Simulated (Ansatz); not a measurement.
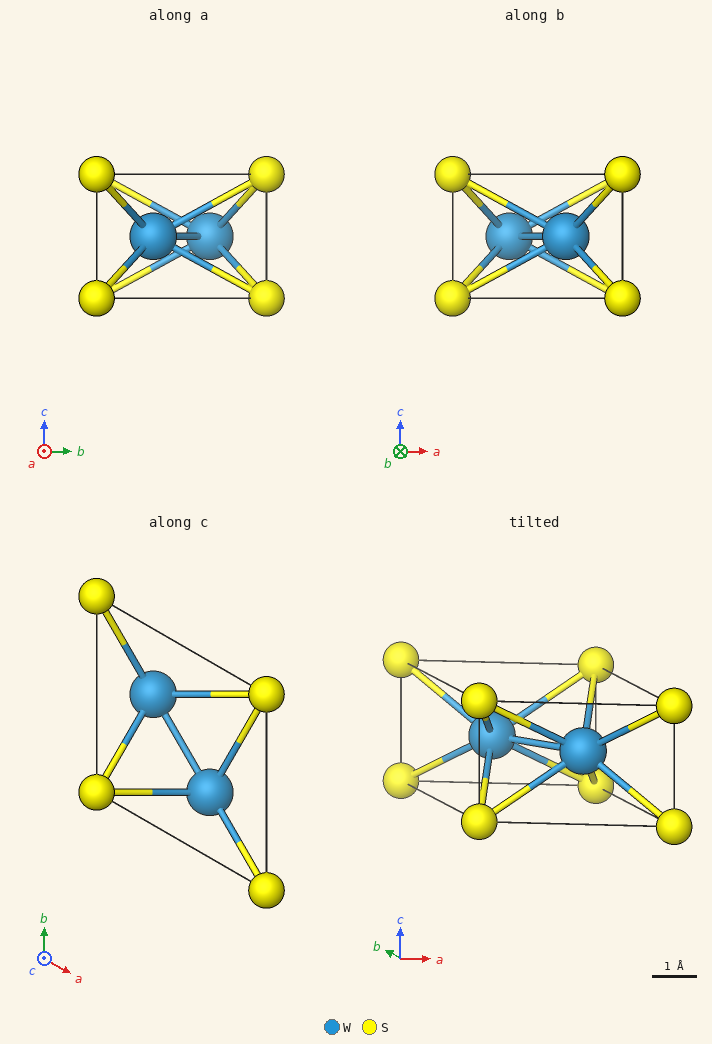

A ball-and-stick rendering, viewed along the a axis, along the b axis, along the c axis and slightly off an axis. The conventional unit cell is drawn as a box.

Lattice parameters: a = 4.498 Å, b = 4.498 Å, c = 2.845 Å, α = 90.00°, β = 90.00°, γ = 120.00°.

Set out the cell and atoms as a table of Wyckoff sites.

Space group P6/mmm (No. 191).
```csv
atom,site,x,y,z
W,2d,0.3333,0.6667,0.5000
S,1a,0.0000,0.0000,0.0000
```

The initial geometry was a textbook structure type filled with these elements (whether it is the usual form wasn't checked). Earlier steps of the study may have refined or changed the cell and positions. It was run through Ansatz as a DFT input.
